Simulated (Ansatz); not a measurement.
# GeH$_{4}$Si (SMILES [SiH2]=[GeH2]): what the fields show

```yaml
atoms:
  - { symbol: Ge, position_ang: [0.7138, 0.0431, -1.4703] }
  - { symbol: Si, position_ang: [-0.2438, -0.5732, 0.4181] }
  - { symbol: H, position_ang: [1.3698, -1.0278, -2.3477] }
  - { symbol: H, position_ang: [-0.8879, 0.4818, 1.2393] }
  - { symbol: H, position_ang: [1.5284, 1.3403, -1.4944] }
  - { symbol: H, position_ang: [-1.0421, -1.8242, 0.4082] }
```

Geometry: r2SCAN-D4/def2-TZVP.

Computed with isolated molecule in a Gaussian basis; Kohn-Sham density functional theory, functional PBE0 (Ansatz).

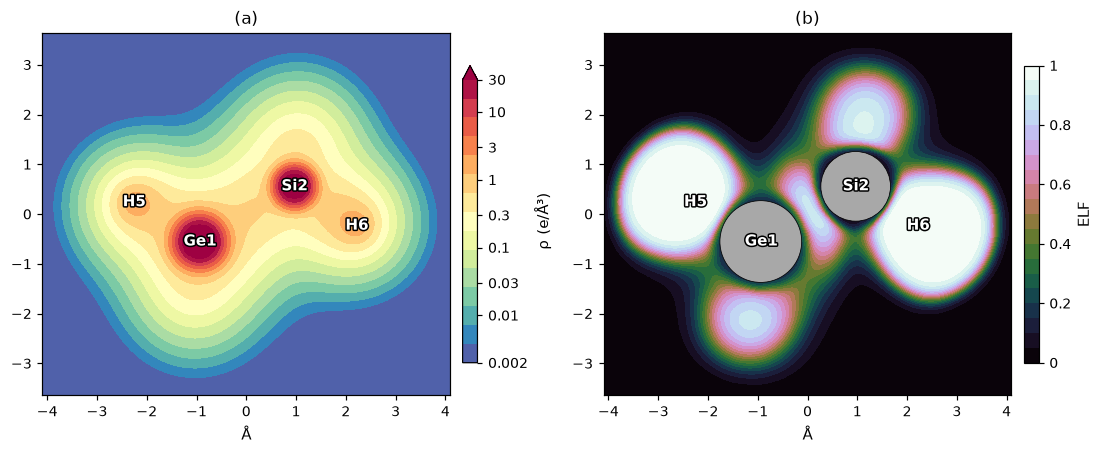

Figure 1. (a) electron density; (b) electron localisation function on the plane of atoms Ge1, Si2 and H6. Grey discs cover the atomic cores in the ELF map.

### What does the map show?

Atoms in the plane: Ge, Si and H.
Si–Ge (2.21 Å): the density is about 0.69 e/Å³ at the midpoint; the ELF peaks at about 0.85 between the atoms: a covalent bond.
Si–H (1.48 Å): the density is about 0.81 e/Å³ at the midpoint; the ELF climbs to about 1 towards the hydrogen, as it does in any bond to H.
Ge–H (1.53 Å): the density is about 1.1 e/Å³ at the midpoint; the ELF climbs to about 1 towards the hydrogen.

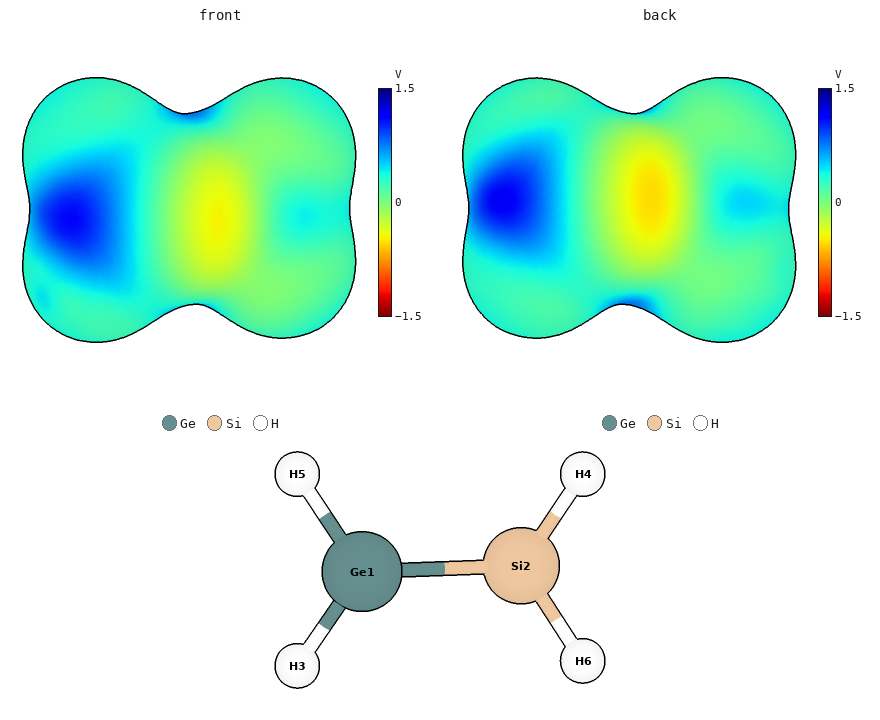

Figure 2. The molecular electrostatic potential painted on the density surface at 0.002 e/bohr³, seen from the front and from behind; the colour scale runs from red (negative) to blue (positive). The bare structure is drawn below in the same view.

### Which sites attract a positive test charge, and which a negative one?

A positive charge is drawn to the negative regions and a negative charge to the positive ones. The most negative region (about −0.5 V, or −12 kcal/mol for a unit charge) lies over H3, the most positive (about +1.1 V, or +25 kcal/mol for a unit charge) over Ge1 and Si2.

### What dipole moment does the calculation give?

Its dipole moment is 0.06 D.

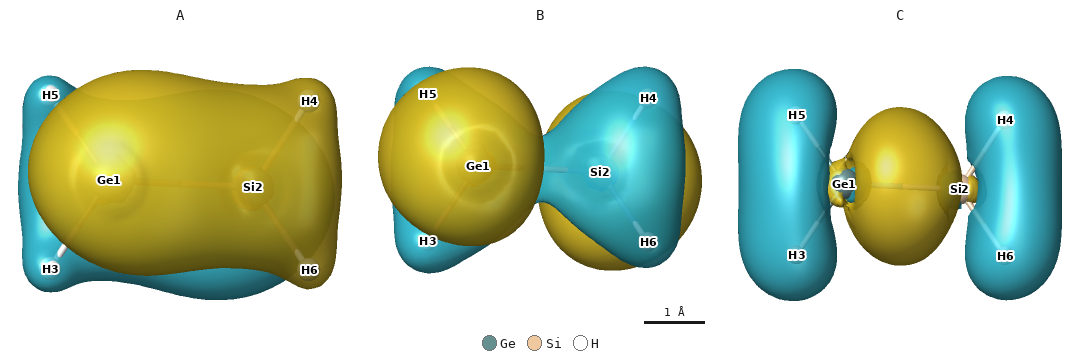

Figure 3. Three frontier orbitals at ±0.08 Å⁻³ᐟ² (yellow and cyan are the two phases), in no order.

### Order the three orbitals by energy and name them.

C is the HOMO−1 (−9.08 eV). Its weight (Hirshfeld) is mainly on Ge1 (about 35 %), Si2 (about 35 %), H3 (about 10 %), H5 (about 10 %), H4 (about 5 %) and H6 (about 5 %). A is the HOMO (−6.16 eV). It lies mainly on Si2 (about 45 %) and Ge1 (about 45 %); π-bonding across Si2–Ge1. B is the LUMO (−2.30 eV). By Hirshfeld shares it lies mainly on Ge1 (about 45 %) and Si2 (about 45 %).

### What is the HOMO–LUMO gap?

3.86 eV between the orbital energies.
